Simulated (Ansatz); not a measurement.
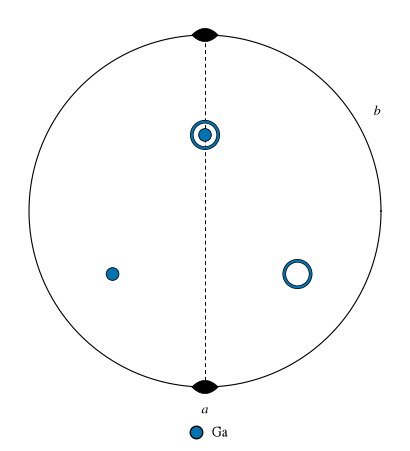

For Ga2O3, the geometry relaxed with DFT PBE, scalar-relativistic, plane waves, PAW (Ansatz 0.2.0): directions from one oxygen atom at (0.637, 2/3, 5/12) to its bonded neighbours, in stereographic projection down c (filled: above the plane of the page or in it, open: below). Symmetry computed with spglib at a tolerance of 0.002 Å; standard conventional cell.

Neighbours are counted up to 2.29 Å for Ga. The symmetry elements of the site are drawn in: heavy lines are mirror planes (a heavy rim: a mirror in the plane of the page); lens, triangle, square and hexagon are 2-, 3-, 4- and 6-fold axes, a lens in an open square is −4, a triangle in an open hexagon −6; thin dashed diameters join the ends of axes that lie in the page; a small open circle marks inversion.

```yaml
crystal:
  lattice:
    - [5.05745, 0.00000, 0.00000]
    - [-2.52872, 4.37988, 0.00000]
    - [0.00000, 0.00000, 13.62311]
  atoms:
    - { symbol: Ga, position: [0.66667, 0.33333, 0.18920] }
    - { symbol: Ga, position: [0.33333, 0.66667, 0.31080] }
    - { symbol: Ga, position: [0.66667, 0.33333, 0.47746] }
    - { symbol: Ga, position: [0.00000, 0.00000, 0.35587] }
    - { symbol: O, position: [0.63651, 0.66667, 0.41667] }
    - { symbol: O, position: [0.33333, 0.96984, 0.41667] }
    - { symbol: O, position: [0.03016, 0.36349, 0.41667] }
    - { symbol: O, position: [0.69683, 0.00000, 0.25000] }
    - { symbol: O, position: [0.00000, 0.69683, 0.25000] }
    - { symbol: O, position: [0.30317, 0.30317, 0.25000] }
    - { symbol: Ga, position: [0.33333, 0.66667, 0.52254] }
    - { symbol: Ga, position: [0.00000, 0.00000, 0.64413] }
    - { symbol: Ga, position: [0.33333, 0.66667, 0.81080] }
    - { symbol: Ga, position: [0.66667, 0.33333, 0.68920] }
    - { symbol: O, position: [0.30317, 0.00000, 0.75000] }
    - { symbol: O, position: [0.00000, 0.30317, 0.75000] }
    - { symbol: O, position: [0.69683, 0.69683, 0.75000] }
    - { symbol: O, position: [0.36349, 0.33333, 0.58333] }
    - { symbol: O, position: [0.66667, 0.03016, 0.58333] }
    - { symbol: O, position: [0.96984, 0.63651, 0.58333] }
    - { symbol: Ga, position: [0.00000, 0.00000, 0.85587] }
    - { symbol: Ga, position: [0.66667, 0.33333, 0.97746] }
    - { symbol: Ga, position: [0.00000, 0.00000, 0.14413] }
    - { symbol: Ga, position: [0.33333, 0.66667, 0.02254] }
    - { symbol: O, position: [0.96984, 0.33333, 0.08333] }
    - { symbol: O, position: [0.66667, 0.63651, 0.08333] }
    - { symbol: O, position: [0.36349, 0.03016, 0.08333] }
    - { symbol: O, position: [0.03016, 0.66667, 0.91667] }
    - { symbol: O, position: [0.33333, 0.36349, 0.91667] }
    - { symbol: O, position: [0.63651, 0.96984, 0.91667] }
```

### How many neighbours are there, and at what angles?

4: 2 Ga at 1.95 Å, 2 Ga at 2.11 Å. Angles between bonds: 86° (1×), 95° (2×), 119° (1×), 131° (2×).

### What is the site's symmetry in the crystal?

Point group 2 (C2), order 2: one twofold axis. In R-3c (No. 167, hexagonal axes) this is Wyckoff position 18e.
